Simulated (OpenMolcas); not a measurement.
## Multiconfigurational calculation for V³⁺ complex (part 2 of 2)

Continued. System: V³⁺ with 6 ligands (F; octahedron, 2.119 Å), embedded in Cs2NaYF6 by model potentials and point charges, whose field is part of the energies. Method: state-averaged CASSCF, active space 2 electrons in the shell 3d, basis ANO-RCC-VDZP on the metal and ANO-RCC-VDZP on the ligands, DKH2 scalar Hamiltonian, spin-orbit coupling by RASSI with atomic mean-field integrals (OpenMolcas).

The program's output (extracts), continued:
```
--- RASSI ---
SPIN-FREE ENERGIES:
  (Shifted by EMIN (a.u.) =      -1546.7030697905)

 SF State       Relative EMIN(au)   Rel lowest level(eV)    D:o, cm**(-1)

     1             0.0000000000        0.0000000000              0.0000
     2             0.0000000000        0.0000000000              0.0000
     3             0.0000000000        0.0000000000              0.0000
     4             0.0413154788        1.1242514525           9067.6995
     5             0.0413154788        1.1242514525           9067.6995
     6             0.0413154788        1.1242514525           9067.6995
    11             0.0646972039        1.7605006045          14199.3950
    12             0.0646972039        1.7605006045          14199.3950
    13             0.0646972039        1.7605006045          14199.3950
    14             0.0671275391        1.8266333951          14732.7919
    15             0.0671275391        1.8266333951          14732.7919
     7             0.0885757792        2.4102697405          19440.1365
     9             0.1046436474        2.8474987066          22966.6259
    10             0.1046436474        2.8474987066          22966.6259
     8             0.1046436474        2.8474987066          22966.6259
    16             0.1170754073        3.1857841283          25695.0819
    17             0.1170754073        3.1857841283          25695.0819
    18             0.1170754073        3.1857841283          25695.0819
    19             0.1238634975        3.3704974714          27184.8954
    20             0.1300938553        3.5400341438          28552.3009
    21             0.1300938553        3.5400341438          28552.3009
    22             0.1300938558        3.5400341587          28552.3010
    23             0.1627189818        4.4278090642          35712.6886
    24             0.1627189818        4.4278090642          35712.6886
    25             0.2675657993        7.2808363121          58723.9052
     Dipole printing threshold changed to   1.00000000E+00
Eigenvalues of complex Hamiltonian:
   -----------------------------------
  (Shifted by EMIN (a.u.) =      -1546.7030697905)

 SO State       Relative EMIN(au)   Rel lowest level(eV)    D:o, cm**(-1)

     1            -0.0007217197        0.0000000000              0.0000
     2            -0.0007217197        0.0000000000              0.0000
     3            -0.0006834536        0.0010412744              8.3984
     4            -0.0006834536        0.0010412744              8.3984
     5            -0.0006834536        0.0010412744              8.3984
     6             0.0006301054        0.0367850356            296.6913
     7             0.0006301054        0.0367850356            296.6913
     8             0.0006301054        0.0367850356            296.6913
     9             0.0012953465        0.0548871665            442.6949
    10             0.0408503724        1.1312342560           9124.0196
    11             0.0410120724        1.1356343350           9159.5086
    12             0.0410120724        1.1356343350           9159.5086
    13             0.0410120724        1.1356343350           9159.5086
    14             0.0415621982        1.1506040222           9280.2473
    15             0.0415621982        1.1506040222           9280.2473
    16             0.0415621982        1.1506040222           9280.2473
    17             0.0415896088        1.1513499013           9286.2632
    18             0.0415896088        1.1513499013           9286.2632
    19             0.0647311098        1.7810622236          14365.2356
    20             0.0647311098        1.7810622236          14365.2356
    21             0.0647311098        1.7810622236          14365.2356
    22             0.0671061964        1.8456916225          14886.5069
    23             0.0671061964        1.8456916225          14886.5069
    24             0.0885879344        2.4302394922          19601.2034
    25             0.0885879344        2.4302394922          19601.2034
    26             0.0885879344        2.4302394922          19601.2034
    27             0.1037616600        2.8431376006          22931.4512
    28             0.1042237926        2.8557128696          23032.8776
    29             0.1042237926        2.8557128696          23032.8776
    30             0.1042237926        2.8557128696          23032.8776
    31             0.1050642594        2.8785831376          23217.3388
    32             0.1050642594        2.8785831376          23217.3388
    33             0.1050642594        2.8785831376          23217.3388
    34             0.1050897608        2.8792770654          23222.9357
    35             0.1050897608        2.8792770654          23222.9357
    36             0.1171304879        3.2069219398          25865.5698
    37             0.1171304879        3.2069219398          25865.5698
    38             0.1171304879        3.2069219398          25865.5698
    39             0.1238887490        3.3908235940          27348.8367
    40             0.1301019916        3.5598945388          28712.4858
    41             0.1301019916        3.5598945388          28712.4858
Weights of the five most important spin-orbit-free states for each spin-orbit state.

 SO State  Total energy (au)           Spin-free states, spin, and weights
 -------------------------------------------------------------------------------------------------------
    1        -0.000722       3 1.0  0.6654    2 1.0  0.1771    1 1.0  0.1559    4 1.0  0.0006    6 1.0  0.0006
    2        -0.000722       1 1.0  0.5097    2 1.0  0.4885    5 1.0  0.0008    6 1.0  0.0002    3 1.0  0.0002
    3        -0.000683       2 1.0  0.4996    3 1.0  0.4960    1 1.0  0.0038    6 1.0  0.0002    5 1.0  0.0002
    4        -0.000683       1 1.0  0.4968    2 1.0  0.3348    3 1.0  0.1678    4 1.0  0.0002    6 1.0  0.0001
    5        -0.000683       1 1.0  0.4989    3 1.0  0.3356    2 1.0  0.1649    4 1.0  0.0002    5 1.0  0.0001
    6         0.000630       3 1.0  0.4922    2 1.0  0.4882    1 1.0  0.0191    5 1.0  0.0002    6 1.0  0.0002
    7         0.000630       3 1.0  0.4991    1 1.0  0.4888    2 1.0  0.0117    5 1.0  0.0002    4 1.0  0.0002
    8         0.000630       2 1.0  0.4996    1 1.0  0.4917    3 1.0  0.0083    6 1.0  0.0002    4 1.0  0.0002
    9         0.001295       1 1.0  0.3333    2 1.0  0.3333    3 1.0  0.3333   19 0.0  0.0001   10 1.0  0.0000
   10         0.040850       5 1.0  0.3333    6 1.0  0.3333    4 1.0  0.3333   24 0.0  0.0000   15 0.0  0.0000
   11         0.041012       6 1.0  0.4982    5 1.0  0.4982   12 0.0  0.0022    7 1.0  0.0007    2 1.0  0.0002
   12         0.041012       4 1.0  0.4982    6 1.0  0.2912    5 1.0  0.2071   13 0.0  0.0013   11 0.0  0.0009
```

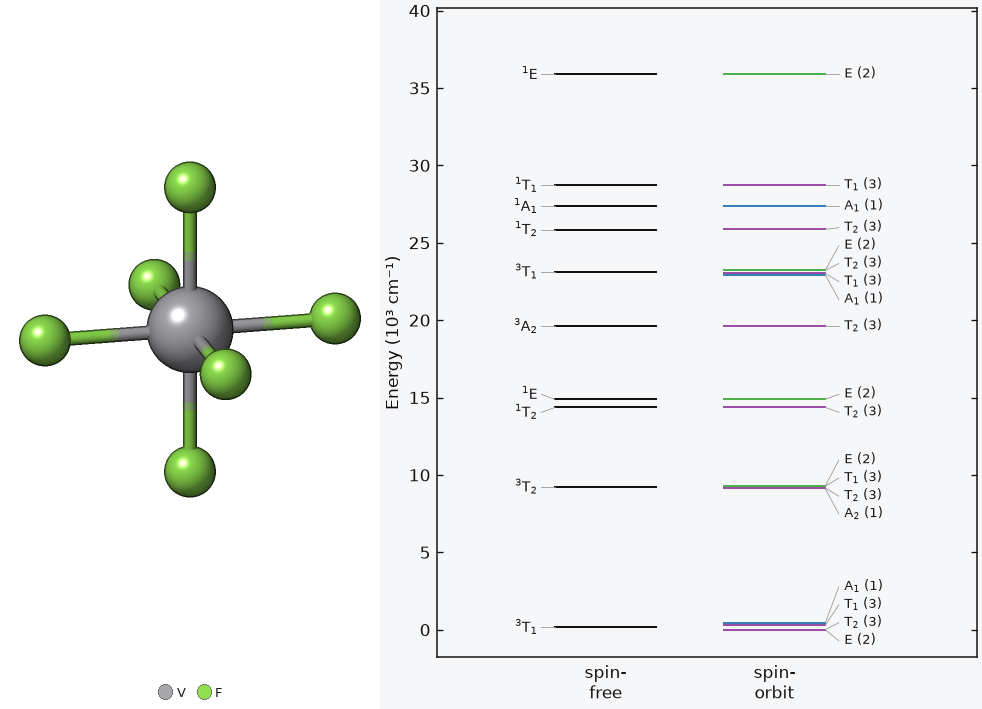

**Figure 2.** V³⁺ (3d²) as a dopant in Cs₂NaYF₆, a cluster with its 6 nearest F⁻ at 2.119 Å (octahedron) embedded in model potentials and point charges; the geometry was set, not optimised, and its levels. Labels give the representation in O, Td, D4 or D3 as the site allows (double group for half-integer spin) where it could be assigned and, in brackets, the degeneracy; spin-free states, where drawn, share the zero of the spin-orbit levels. The ground level is E, doubly degenerate, 100 % from states of spin multiplicity 3. Its principal g values are all close to zero. The next level lies at 8.4 cm⁻¹ (T₂). The lowest spin-free state is ³T₁, from the free-ion F term; of the same spin there follow at 9,070 cm⁻¹ (³T₂), 19,400 cm⁻¹ (³A₂) and 23,000 cm⁻¹ (³T₁) above it. A ligand-field fit to the spin-free states gives |10Dq| = 10,400 cm⁻¹, B = 1,010 and C = 3,740 cm⁻¹ (rms misfit 80 cm⁻¹). The active orbitals hold 91 to 97 % metal character (Löwdin), and the Mulliken charge of the metal is +2.26.

Summary:

```
                                 quantity                                                                 value
                                  outcome                                                             converged
      energy of the lowest spin-free term                                                   −1546.70307 hartree
    energy of the lowest spin-orbit level                                                   −1546.70379 hartree
largest spread among components of a term                                                              0.0 cm⁻¹
                                 hardware  1 thread of Arm Neoverse V1, 24 GiB of memory available, shared host
                                wall time                                                                  16 s
                              peak memory                                                              0.18 GiB
```

Remarks:

Without dynamic correlation the splittings between terms come out too large, often by 20 to 50 %. To bear in mind: the geometry is set by hand, with no relaxation.
